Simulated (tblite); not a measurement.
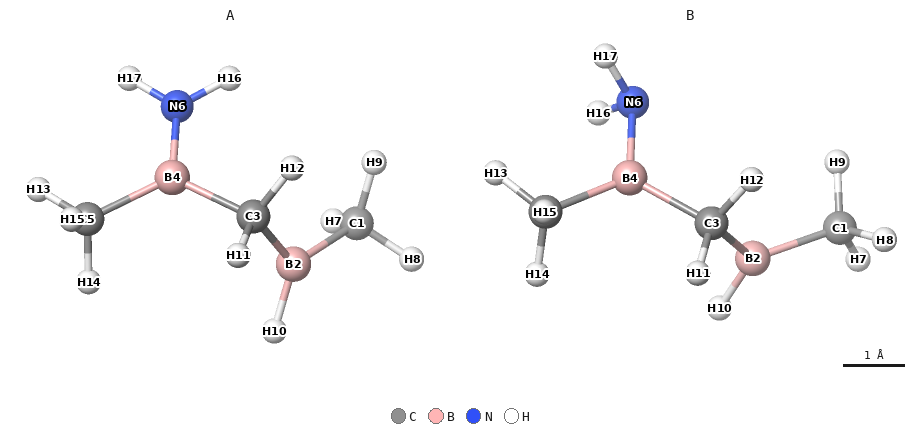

Two geometries of C3H11B2N, drawn at one scale. One is the start of a relaxation, the other its converged end. Style: ball-and-stick. Shown at a tilt.

These are results of GFN2-xTB geometry optimisation, gas phase in tblite 0.8.0, not measurements. 

Question: Which geometry has the lower energy?

Answer: Structure A is the relaxed one. H16 moves most after the best rigid fit: 1.82 Å. By element the largest moves are H 1.82 Å, C 0.42 Å, B 0.38 Å, N 0.21 Å. Among the contacts that change: B4–N6 1.514 → 1.385 Å, N6–H17 1.045 → 1.006 Å, B2–C3 1.591 → 1.561 Å, C5–H14 1.116 → 1.088 Å. Among the angles between lasting bonds that change: B4–N6–H17 107.6° → 123.8°, B4–N6–H16 107.3° → 123.4°, B2–C1–H9 108.8° → 114.6°. Groups turn about C1–B2 by about 65°, B2–C3 by about 25°. The energy falls by 27.2 kcal/mol in 141 geometry steps.
